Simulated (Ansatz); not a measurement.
# Nudged elastic band, with input and output: C2H6AlFO2 (part 2 of 2)

Continued. System: C2H6AlFO2. Method: RKS CAM-B3LYP-D4/def2-SVP (Ansatz 0.2.0). It belongs to a series of runs on one base structure; here: band between the two ends.

Geometry of the input (Å):
```
C  0.9680  -0.0189  1.2905
O  0.2975  -0.1556  0.0460
C  -1.0609  -0.6945  -0.0157
F  -1.7563  -0.0859  0.9856
O  -1.4501  -0.3576  -1.2215
Al -0.0475  0.6854  -1.7224
H  1.1143  -1.0113  1.7427
H  0.3874  0.6212  1.9681
H  1.9451  0.4343  1.0850
H  -1.0332  -1.7755  0.2184
H  0.9084  0.0568  -2.8091
H  -0.1957  2.2462  -1.5337
```

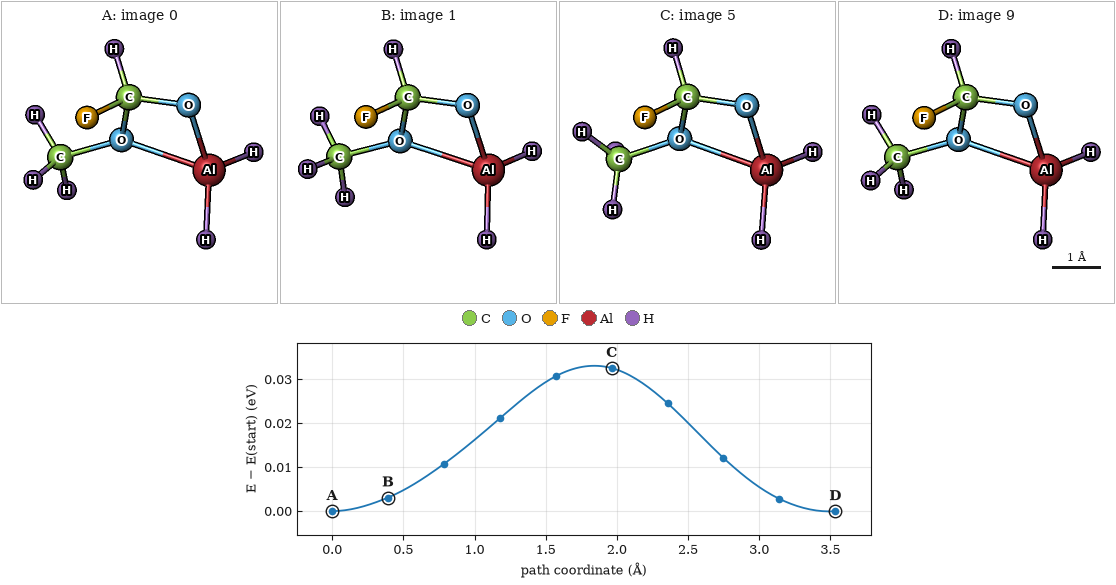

Figure 1. Images of the last band (counted from 0; ball-and-stick, seen at a tilt) above the energy along the path; the line is a cubic interpolation that uses the forces. The highest image is number 5, 0.033 eV above the start and 0.033 eV above the end; start and end have the same energy. The path is 3.53 Å long. The band converged in 18 iterations.

```
Total energy: -15569.25719078 eV, -572.1596485396 hartree
Atom 0 at     0.977588    -0.031951     1.275692 Å, force     0.000779     0.000519     0.003514 eV/Å
Atom 1 at     0.304500    -0.197613     0.032603 Å, force    -0.002110    -0.008336    -0.000732 eV/Å
Atom 2 at    -1.069863    -0.712407    -0.039503 Å, force     0.002163     0.005840     0.010142 eV/Å
Atom 3 at    -1.745029    -0.132580     0.992158 Å, force     0.000730    -0.002833    -0.001455 eV/Å
Atom 4 at    -1.460190    -0.322541    -1.226691 Å, force     0.003707     0.004306    -0.003606 eV/Å
Atom 5 at    -0.040370     0.717165    -1.690865 Å, force    -0.003631     0.000143    -0.002921 eV/Å
Atom 6 at     1.973369    -0.488762     1.201957 Å, force     0.000336     0.004607    -0.001942 eV/Å
Atom 7 at     0.398533    -0.520512     2.068924 Å, force     0.002004    -0.003080    -0.001071 eV/Å
Atom 8 at     1.068522     1.037787     1.509487 Å, force    -0.004847     0.000923     0.001044 eV/Å
Atom 9 at    -1.057139    -1.801462     0.151819 Å, force    -0.001111    -0.000135    -0.002184 eV/Å
Atom 10 at     0.879962     0.129229    -2.829368 Å, force    -0.001255    -0.001716    -0.000350 eV/Å
Atom 11 at    -0.152782     2.268250    -1.412315 Å, force     0.003234    -0.000236    -0.000439 eV/Å
Dipole moment:     0.479737    -0.262238     0.594986 e Å
this run last wrote the band of iteration 18 to [file]
```

## The last band as extended XYZ (Å, eV, eV/Å)
```
12
Properties=species:S:1:pos:R:3:forces:R:3 image=0 energy=-15569.28963
C     0.9680   -0.0189    1.2905    0.0043   0.0032   0.0022
O     0.2975   -0.1556    0.0460   -0.0048  -0.0044   0.0093
C    -1.0609   -0.6945   -0.0157    0.0060  -0.0005  -0.0064
F    -1.7563   -0.0859    0.9856   -0.0001   0.0020   0.0022
O    -1.4501   -0.3576   -1.2215    0.0021   0.0009  -0.0006
Al   -0.0475    0.6854   -1.7224   -0.0013   0.0005  -0.0001
H     1.1143   -1.0113    1.7427   -0.0021   0.0101  -0.0014
H     0.3874    0.6212    1.9681    0.0071  -0.0064  -0.0042
H     1.9451    0.4343    1.0850   -0.0091  -0.0050   0.0013
H    -1.0332   -1.7755    0.2184   -0.0004   0.0000  -0.0014
H     0.9084    0.0568   -2.8091   -0.0010   0.0002  -0.0005
H    -0.1957    2.2462   -1.5337   -0.0007  -0.0007  -0.0004
12
Properties=species:S:1:pos:R:3:forces:R:3 image=1 energy=-15569.28654
C     0.9684   -0.0434    1.2977   -0.0012   0.0001  -0.0023
O     0.2784   -0.1257    0.0596    0.0030   0.0017  -0.0001
C    -1.0774   -0.6664   -0.0169   -0.0037  -0.0017   0.0030
F    -1.7840   -0.0621    0.9790    0.0017  -0.0025  -0.0023
O    -1.4540   -0.3252   -1.2256    0.0007  -0.0002  -0.0012
Al   -0.0306    0.6884   -1.7266    0.0012   0.0008   0.0006
H     1.2924   -1.0459    1.6148   -0.0064  -0.0015   0.0038
H     0.3153    0.4028    2.0590    0.0015   0.0075  -0.0002
H     1.8474    0.5926    1.1407    0.0048  -0.0052  -0.0019
H    -1.0531   -1.7484    0.2135    0.0024  -0.0009  -0.0009
H     0.9283    0.0231   -2.7891   -0.0001   0.0013   0.0001
H    -0.1539    2.2548   -1.5722   -0.0038   0.0008   0.0014
12
Properties=species:S:1:pos:R:3:forces:R:3 image=2 energy=-15569.27888
C     0.9696   -0.0598    1.2976   -0.0089  -0.0009  -0.0092
O     0.2720   -0.1231    0.0614    0.0037   0.0143   0.0068
C    -1.0841   -0.6630   -0.0272   -0.0087  -0.0021   0.0171
F    -1.7947   -0.0704    0.9733    0.0041  -0.0105  -0.0079
O    -1.4550   -0.3056   -1.2327   -0.0014   0.0039  -0.0138
Al   -0.0236    0.7035   -1.7201    0.0204  -0.0032   0.0275
H     1.4907   -1.0096    1.4881   -0.0085  -0.0056   0.0076
H     0.2591    0.1569    2.1056    0.0045   0.0112  -0.0020
H     1.7003    0.7549    1.2260    0.0080  -0.0100  -0.0069
H    -1.0636   -1.7477    0.1893    0.0046  -0.0024  -0.0017
H     0.9347    0.0394   -2.7839   -0.0069   0.0046  -0.0075
H    -0.1283    2.2691   -1.5435   -0.0108   0.0007  -0.0101
12
Properties=species:S:1:pos:R:3:forces:R:3 image=3 energy=-15569.26851
C     0.9776   -0.0614    1.2918    0.0042   0.0042   0.0008
O     0.2730   -0.1185    0.0590   -0.0067  -0.0007  -0.0020
C    -1.0722   -0.6898   -0.0406   -0.0034   0.0021   0.0151
F    -1.7914   -0.1443    0.9798    0.0014  -0.0099  -0.0054
O    -1.4553   -0.3066   -1.2335    0.0030   0.0012  -0.0095
Al   -0.0409    0.7373   -1.7004    0.0047   0.0028   0.0084
H     1.7010   -0.8872    1.3532   -0.0108  -0.0095   0.0063
H     0.2589   -0.1166    2.1191   -0.0012   0.0137   0.0030
H     1.5046    0.9000    1.3403    0.0119  -0.0072  -0.0081
H    -1.0237   -1.7792    0.1446    0.0060  -0.0018  -0.0038
H     0.9181    0.1140   -2.7883   -0.0017   0.0026  -0.0011
H    -0.1727    2.2968   -1.4911   -0.0074   0.0023  -0.0036
12
Properties=species:S:1:pos:R:3:forces:R:3 image=4 energy=-15569.25892
C     0.9862   -0.0553    1.2797   -0.0035   0.0050  -0.0093
O     0.2883   -0.1557    0.0439    0.0088   0.0104  -0.0016
C    -1.0671   -0.7103   -0.0451   -0.0084  -0.0072  -0.0025
F    -1.7656   -0.1722    0.9933    0.0022  -0.0042  -0.0034
O    -1.4618   -0.3071   -1.2271   -0.0010   0.0021   0.0071
Al   -0.0533    0.7498   -1.6842   -0.0027  -0.0026  -0.0048
H     1.8714   -0.7057    1.2567   -0.0040  -0.0087   0.0055
H     0.3157   -0.3502    2.0959   -0.0039   0.0063   0.0068
H     1.2908    0.9888    1.4320    0.0080  -0.0023  -0.0037
H    -1.0263   -1.8025    0.1234    0.0035  -0.0014  -0.0003
H     0.8817    0.1630   -2.8119    0.0024   0.0015   0.0024
H    -0.1830    2.3020   -1.4226   -0.0015   0.0012   0.0039
12
Properties=species:S:1:pos:R:3:forces:R:3 image=5 energy=-15569.25706
C     0.9776   -0.0320    1.2757    0.0008   0.0005   0.0035
O     0.3045   -0.1976    0.0326   -0.0021  -0.0083  -0.0007
C    -1.0699   -0.7124   -0.0395    0.0022   0.0058   0.0101
F    -1.7450   -0.1326    0.9922    0.0007  -0.0028  -0.0015
O    -1.4602   -0.3225   -1.2267    0.0037   0.0043  -0.0036
Al   -0.0404    0.7172   -1.6909   -0.0036   0.0001  -0.0029
H     1.9734   -0.4888    1.2020    0.0003   0.0046  -0.0019
H     0.3985   -0.5205    2.0689    0.0020  -0.0031  -0.0011
H     1.0685    1.0378    1.5095   -0.0048   0.0009   0.0010
H    -1.0571   -1.8015    0.1518   -0.0011  -0.0001  -0.0022
H     0.8800    0.1292   -2.8294   -0.0013  -0.0017  -0.0003
H    -0.1528    2.2683   -1.4123    0.0032  -0.0002  -0.0004
12
Properties=species:S:1:pos:R:3:forces:R:3 image=6 energy=-15569.26506
C     0.9705   -0.0335    1.2740   -0.0004   0.0001  -0.0028
O     0.3082   -0.2306    0.0300   -0.0025  -0.0040   0.0005
C    -1.0906   -0.6752   -0.0214    0.0033   0.0020   0.0042
F    -1.7289   -0.0347    0.9979    0.0028   0.0055  -0.0017
O    -1.4704   -0.2993   -1.2169   -0.0033   0.0008  -0.0002
Al   -0.0150    0.6759   -1.7069   -0.0016   0.0006  -0.0062
H     2.0244   -0.3099    1.1435    0.0047   0.0141  -0.0030
H     0.5127   -0.6772    2.0359    0.0090  -0.0129  -0.0021
H     0.8889    1.0154    1.5910   -0.0146  -0.0016   0.0075
H    -1.1293   -1.7583    0.1993   -0.0053   0.0026   0.0006
H     0.8742    0.0383   -2.8430    0.0013  -0.0048   0.0003
H    -0.0676    2.2338   -1.4493    0.0064  -0.0024   0.0029
12
Properties=species:S:1:pos:R:3:forces:R:3 image=7 energy=-15569.27753
C     0.9672   -0.0491    1.2734   -0.0018  -0.0004  -0.0019
O     0.3035   -0.2447    0.0309    0.0011  -0.0006   0.0012
C    -1.1104   -0.6320   -0.0054   -0.0054   0.0023   0.0066
F    -1.7178    0.0597    1.0000    0.0029   0.0041  -0.0041
O    -1.4811   -0.2699   -1.2086    0.0014   0.0034  -0.0006
Al    0.0038    0.6467   -1.7215    0.0004  -0.0033  -0.0012
H     2.0446   -0.1369    1.0876    0.0017   0.0148  -0.0042
H     0.6551   -0.8298    1.9804    0.0115  -0.0126  -0.0037
H     0.7308    0.9393    1.6905   -0.0133  -0.0054   0.0086
H    -1.1935   -1.7069    0.2421   -0.0033   0.0027   0.0015
H     0.8688   -0.0410   -2.8469    0.0004  -0.0036  -0.0004
H     0.0061    2.2092   -1.4887    0.0044  -0.0014  -0.0018
12
Properties=species:S:1:pos:R:3:forces:R:3 image=8 energy=-15569.28684
C     0.9683   -0.0617    1.2776   -0.0002  -0.0008  -0.0003
O     0.2918   -0.2319    0.0395    0.0021   0.0026  -0.0005
C    -1.1281   -0.5891    0.0122   -0.0039   0.0020   0.0001
F    -1.7209    0.1410    0.9988    0.0002   0.0019  -0.0005
O    -1.4902   -0.2478   -1.2003   -0.0006   0.0007   0.0002
Al    0.0164    0.6157   -1.7396    0.0011  -0.0022   0.0018
H     2.0361    0.0431    1.0518   -0.0005   0.0073  -0.0014
H     0.8156   -0.9522    1.9040    0.0064  -0.0057  -0.0029
H     0.5994    0.8294    1.8027   -0.0057  -0.0046   0.0049
H    -1.2367   -1.6554    0.2859   -0.0012   0.0011   0.0014
H     0.8683   -0.1310   -2.8374    0.0004  -0.0019   0.0002
H     0.0573    2.1845   -1.5612    0.0019  -0.0004  -0.0030
12
Properties=species:S:1:pos:R:3:forces:R:3 image=9 energy=-15569.28966
C     0.9672   -0.0635    1.2889    0.0017  -0.0028   0.0045
O     0.2771   -0.1943    0.0546   -0.0002   0.0044  -0.0039
C    -1.1400   -0.5538    0.0251   -0.0035  -0.0036  -0.0083
F    -1.7425    0.1996    0.9875   -0.0017   0.0008   0.0050
O    -1.4917   -0.2421   -1.1990    0.0070   0.0026   0.0009
Al    0.0288    0.5817   -1.7605   -0.0022  -0.0028   0.0062
H     1.9958    0.2352    1.0552   -0.0040  -0.0009   0.0025
H     0.9786   -1.0323    1.8103   -0.0002   0.0089  -0.0010
H     0.4844    0.6962    1.9182    0.0049  -0.0067  -0.0050
H    -1.2518   -1.6133    0.3238   -0.0010   0.0007   0.0015
H     0.8861   -0.2255   -2.8105    0.0002   0.0003  -0.0011
H     0.0852    2.1566   -1.6596   -0.0010  -0.0009  -0.0013
```

## Results in brief

```json
{"quantity": "outcome", "value": "converged"}
{"quantity": "barrier, forward", "value": "0.033 eV"}
{"quantity": "barrier, backward", "value": "0.033 eV"}
{"quantity": "hardware", "value": "2 threads of Arm Neoverse V1, 24 GiB of memory available, shared host"}
{"quantity": "wall time", "value": "10 min (CPU time 20 min)"}
{"quantity": "peak memory", "value": "0.35 GiB"}
```

## Remarks

The order of the saddle point was not checked.
